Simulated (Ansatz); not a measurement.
```yaml
atoms:
  - { symbol: C, position_ang: [-1.0270, 0.7573, 0.5543] }
  - { symbol: F, position_ang: [0.4790, 0.4111, -2.4863] }
  - { symbol: O, position_ang: [-1.1891, -0.1884, -0.4699] }
  - { symbol: Si, position_ang: [-0.0032, -0.7494, -1.4596] }
  - { symbol: H, position_ang: [-0.1165, 0.5703, 1.1528] }
  - { symbol: H, position_ang: [-1.8952, 0.7020, 1.2276] }
  - { symbol: H, position_ang: [-0.9692, 1.7818, 0.1490] }
  - { symbol: H, position_ang: [-0.5909, -1.8566, -2.2458] }
  - { symbol: H, position_ang: [1.2003, -1.1318, -0.6700] }
```

Geometry: PBE0-D3(BJ)/def2-SVP.

The calculation used isolated molecule in a Gaussian basis; Kohn-Sham density functional theory, functional PBE0 in Ansatz.

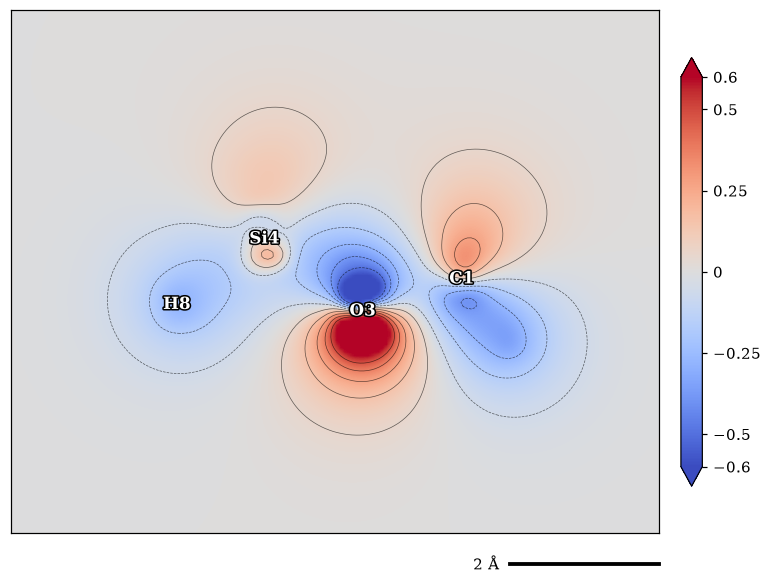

CH$_{5}$FOSi. The HOMO−1 on the plane of atoms C1, O3 and Si4 (values in Å⁻³ᐟ²; the overall sign is arbitrary).

Q: What is the character of this orbital?

A: Its weight (Hirshfeld) is mainly on O3 (about 40 %), C1 (about 15 %), Si4 (about 15 %), H9 (about 10 %) and H6 (about 5 %). Its energy is −9.12 eV.
